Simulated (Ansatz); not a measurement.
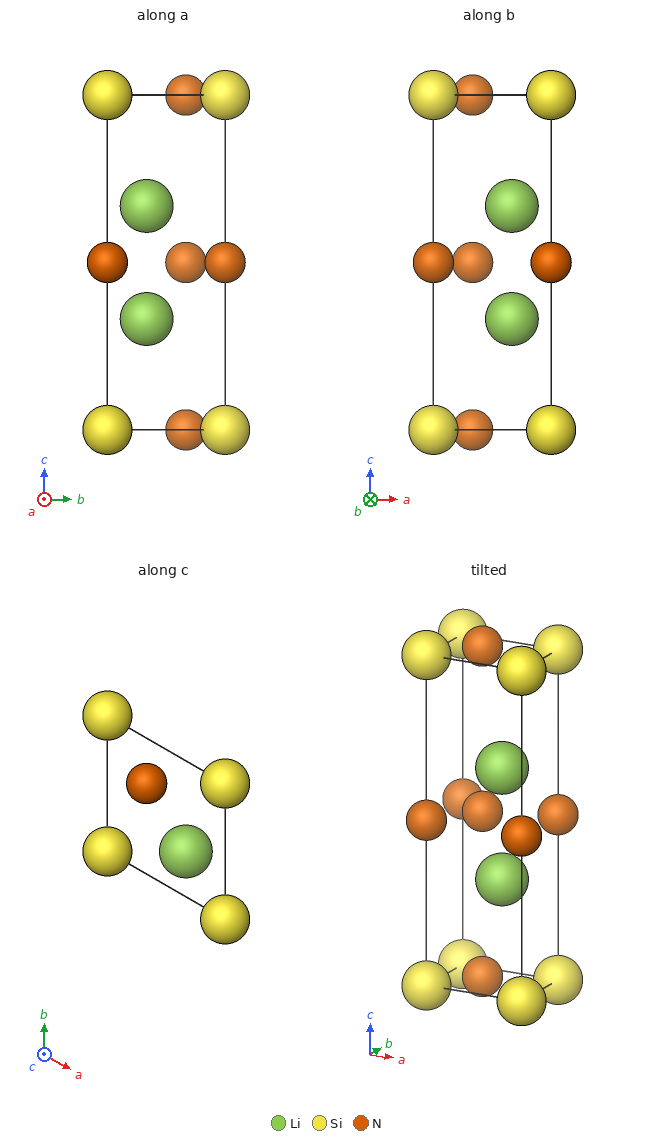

A spheres-only rendering, viewed along the a axis, along the b axis, along the c axis and slightly off an axis. Atoms at the boundary of the conventional unit cell (the box) are drawn once for each face, edge or corner they touch.

Lattice parameters: a = 3.151 Å, b = 3.151 Å, c = 7.763 Å, α = 90.00°, β = 90.00°, γ = 120.00°. Put a along x and b in the xy plane.

Give the structure in the form of a POSCAR file, with free fractional coordinates to two decimals.

Answer.
```
Li Si N
1.0
     3.151    0.000    0.000
    -1.575    2.729    0.000
     0.000    0.000    7.763
Li Si N
2 1 3
Direct
  0.6667 0.3333 0.33
  0.6667 0.3333 0.67
  0.00 0.00 0.00
  0.00 0.00 0.50
  0.3333 0.6667 0.00
  0.3333 0.6667 0.50
```

The structure was taken from a structure type filled with these elements by a generator (whether the compound takes this form wasn't checked). Earlier steps of the study, as a rule a relaxation of our own, may have changed the cell and positions, so they can lie some per cent off the listed ones. It was run through Ansatz as a DFT input.
